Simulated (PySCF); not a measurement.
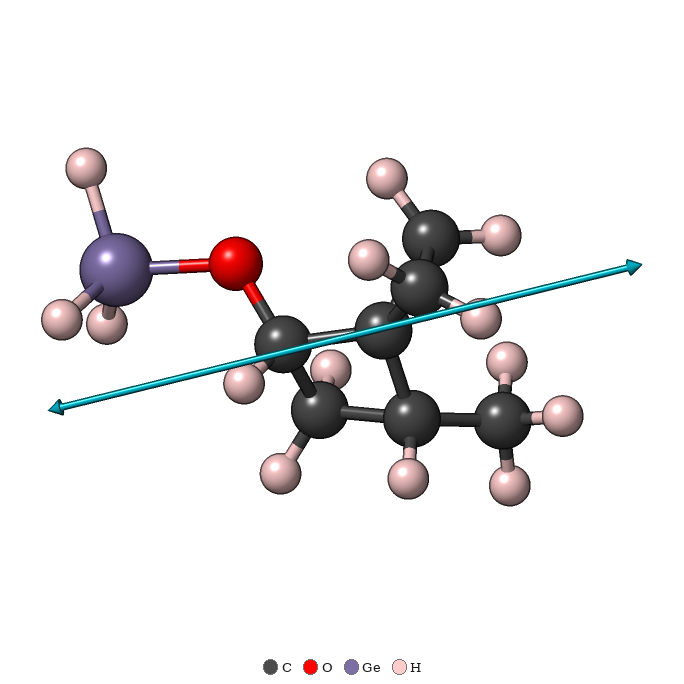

The double arrow shows the direction of the transition dipole to excited singlet state 4 (its length means nothing). The computed structure is the end point of a PBE0-D3(BJ)/def2-SVP optimisation. No frequency run is at hand to confirm it as a minimum. Method: TDDFT B3LYP/def2-SVPD, vertical, gas phase, core orbitals frozen in the response (PySCF 2.14.0).

Where does the transition lie, and how strong is it?

Answer. 6.84 eV (181 nm), oscillator strength 0.029, mainly HOMO−2 → LUMO (weight 0.77); transition dipole 1.05 D.
